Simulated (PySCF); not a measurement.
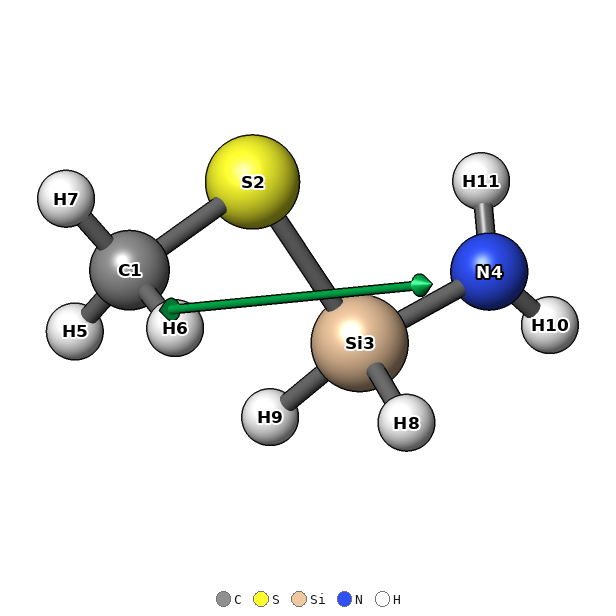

The double arrow shows the direction of the transition dipole to excited singlet state 3 (its length means nothing). The computed structure is the end point of a GFN2-xTB optimisation. No frequency run is at hand to confirm it as a minimum. Properties computed with TDDFT PBE0/def2-SVPD, vertical, gas phase, core orbitals frozen in the response (PySCF 2.14.0).

> Where does the transition lie, and how strong is it?

6.08 eV (204 nm), oscillator strength 0.028, mainly HOMO → LUMO+1 (weight 0.66); transition dipole 1.10 D.

The geometry is semi-empirical. Around Si such bond lengths and angles can be off by a tenth of an ångström or more and by several degrees, and values that hang on the shape move with them.
